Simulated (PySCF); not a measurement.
# C3H5Br, SMILES `C=C(C)Br`: electronic structure

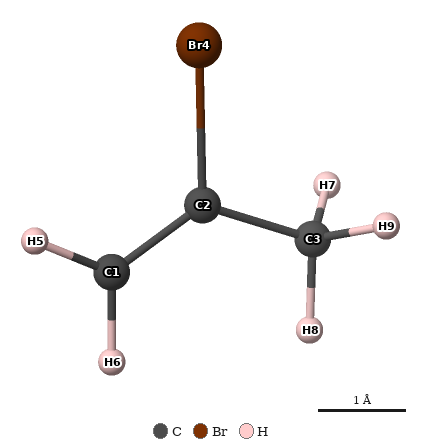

The molecule, with its atoms numbered as below. No frequency check shows the geometry to be a minimum.

Cartesian coordinates (Å):

```
C1       1.5046   -1.3303   -0.0002
C2       0.9527   -0.1326    0.0001
C3       1.6579    1.1770    0.0009
Br4     -0.9624    0.0243    0.0000
H5       0.9235   -2.2353   -0.0003
H6       2.5758   -1.4397   -0.0006
H7       1.3753    1.7593   -0.8804
H8       2.7348    1.0259   -0.0034
H9       1.3818    1.7545    0.8791
```

## 1. Bonding charge

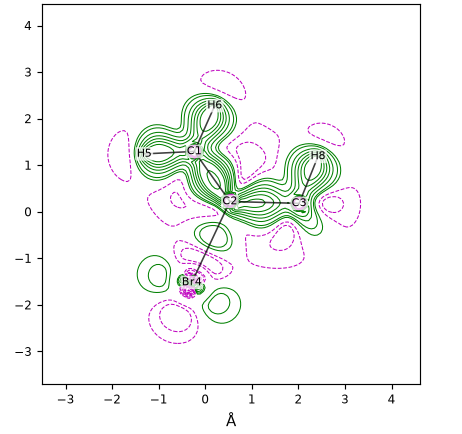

Deformation density (molecule less spherical, spin-averaged free atoms) in the plane of C1, C2, C3, Br4, H5, H6 and H8; contours at ±0.05 to ±0.8 e/Å³; solid green lines: gain, dashed magenta lines: loss.

PySCF calculation, HF/def2-SVPD, gas phase; geometry: GFN2-xTB.

**Describe the bonding that the map shows.**

C1–C2: +0.84 e/Å³ at the bond critical point (bond length 1.32 Å). C1–H5: +0.74 e/Å³ at the bond critical point (bond length 1.07 Å). C1–H6: +0.72 e/Å³ at the bond critical point (bond length 1.08 Å). C3–H8: +0.69 e/Å³ at the bond critical point (bond length 1.09 Å). C2–C3: +0.59 e/Å³ at the bond critical point (bond length 1.49 Å). C2–Br4: +0.19 e/Å³ at the bond critical point (bond length 1.92 Å). In all, 2.1 electrons gather in the regions of gain relative to the promolecule.

**Where do the Hirshfeld charges lie?**

The highest Hirshfeld charge is on H5 (+0.06 e), the lowest on C1 (−0.10 e).

```tsv
atom	charge (e)
C1	−0.10
C2	0.00
C3	−0.10
Br4	−0.07
H5	+0.06
H6	+0.06
H7	+0.05
H8	+0.05
H9	+0.05
```

## 2. Bond critical points

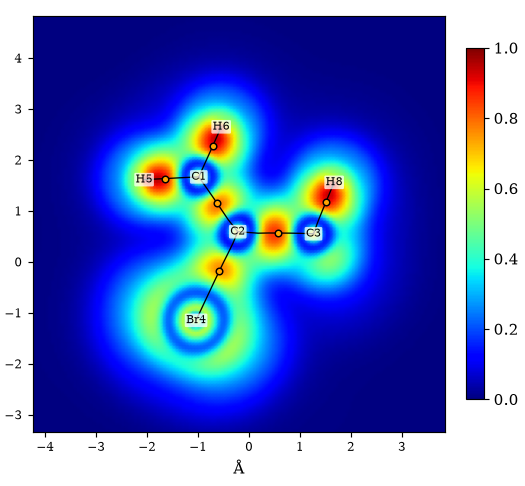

Localised orbital locator (LOL) in the plane of C1, C2, C3, Br4, H5, H6 and H8, with bond paths and bond critical points (dots).

**Rank the bonds in the plane by LOL at their critical points.**

C1–H5: about 0.91; C1–H6: about 0.90; C3–H8: about 0.89; C2–C3: about 0.85; C1–C2: about 0.78; C2–Br4: about 0.76. Values above 0.5 mark slow, localised electrons, as in shared pairs; low values at a critical point mark a polar or closed-shell contact whose critical point lies between the shells.

**Where along C1–H5 does the critical point lie?**

0.67 Å from C1 and 0.40 Å from H5.

## 3. Local ionisation energy

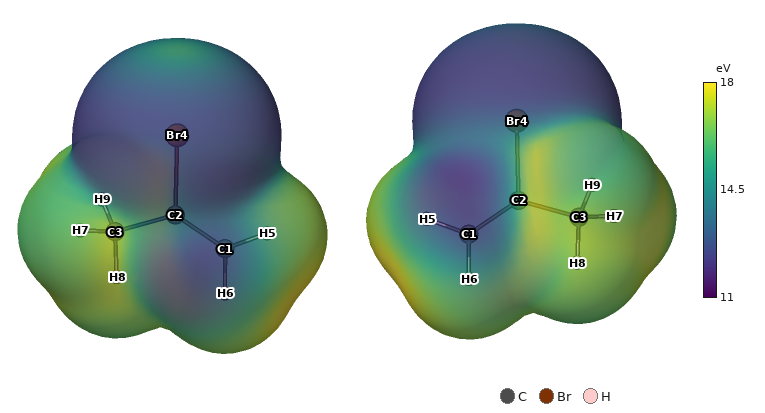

Average local ionisation energy on the surface of electron density 0.001 a.u. (back view left, front view right).

**Locate the minima of the map.**

The lowest value is 11.6 eV, over C1, off the plane of its three bonds (2.1 Å), and at like points elsewhere. Further minima include 12.1 eV, 2.3 Å from Br4, and at like points elsewhere; 16.0 eV, 1.3 Å from H9. For comparison, the highest occupied orbital lies at −9.8 eV.

**What volume does the surface enclose, and what is the dipole moment?**

About 110 Å³; the dipole moment is 2.0 D.

## 4. Removing or adding an electron

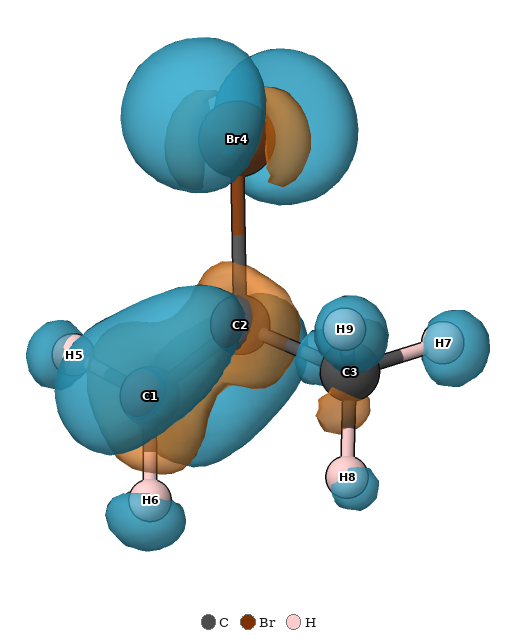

Fukui function f⁻ = ρ(N) − ρ(N−1) at fixed geometry, surfaces at ±0.03 e/Å³ (light blue positive, orange negative).

PySCF calculation, TPSS/def2-SVPD, gas phase; geometry: GFN2-xTB.

**Which atoms respond most to the removal of an electron?**

f⁻ (Hirshfeld-condensed) is largest on Br4 (0.40); the vertical ionisation energy is 9.25 eV (the stability of the cation's solution wasn't checked). Condensed values hint at sites of electrophilic attack but needn't mark the atom that reacts. Orbital relaxation makes it negative in places (0.16 e in all).

## 5. Localised orbitals

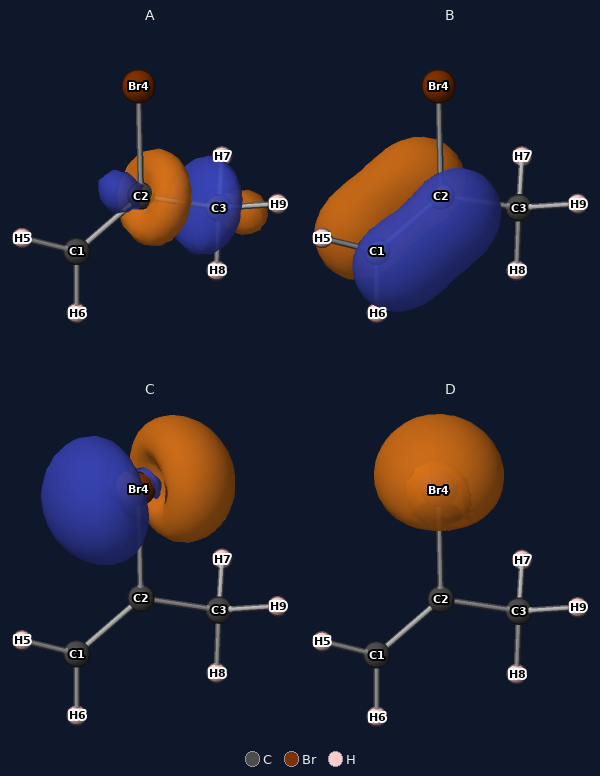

Intrinsic bond orbitals (IBO), occupied and valence-virtual; each surface holds about 70 % of the orbital's density. Energies are diagonal elements of the Fock matrix.

Computed with PySCF, CAM-B3LYP/def2-SVP, geometry: GFN2-xTB.

**What does each orbital represent in a Lewis picture?**

By panel:
- A: σ* orbital C3–C2 (C3 51 %, C2 48 %; 12.4 eV)
- B: π bond C1–C2 (C1 50 %, C2 49 %; −9.8 eV)
- C: lone pair on Br4 (p-type) (Br4 99 %; −9.7 eV)
- D: lone pair on Br4 (s-type) (Br4 100 %; −20.3 eV)

The PySCF runs shown took 2.7 s, 3.2 min and 11 s on 1 thread of Arm Neoverse V2, on a shared host.
